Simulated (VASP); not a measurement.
Band structure of Zn (hcp). Level of theory: PBE GGA with D3 dispersion (zero damping), VASP's PBE PAW potentials (set 64) (plane waves; VASP 6.6.1).

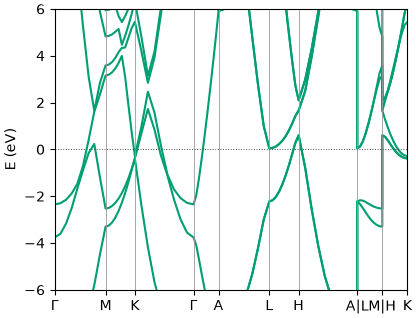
Figure: Bands along high-symmetry lines, zero at the valence-band maximum or, without a gap, the Fermi level

Read the plot: is there a gap, and where are the band edges?

It has no gap at this level: it comes out as a metal or semimetal. (Edges off the drawn lines would not show.)

The compound is Zn in the hcp structure. It was relaxed first, which changed the volume by -7 %.
